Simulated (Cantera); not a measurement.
Charge: 1 mol CH2F2, 0.015 mol CH4, 1.6 mol F2, at 1.00 bar.

These are equilibrium values from Cantera (NASA tables, ideal gas, pure condensed phases), not measurements of a reactor. Candidate condensed phases: C, C6H6, C7H8, C8H18; 95 gas species. The tables' values for C2F4 are old estimates; treat these amounts as uncertain. Gases not in the tables: C2F6 and larger saturated fluorocarbons. Kinetics and transport are ignored.

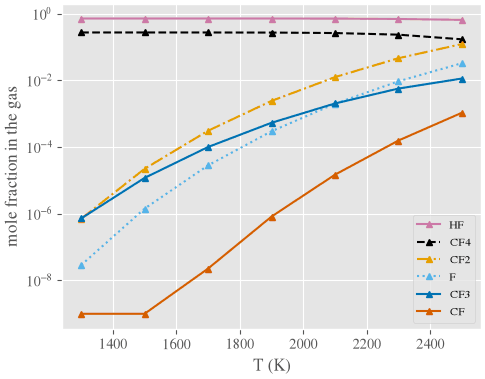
Figure: Equilibrium gas composition (values under 1e-9 drawn at 1e-9)

From 1300 K to 2500 K the condensed part is C(graphite). The main C-bearing gas is CF4 throughout.
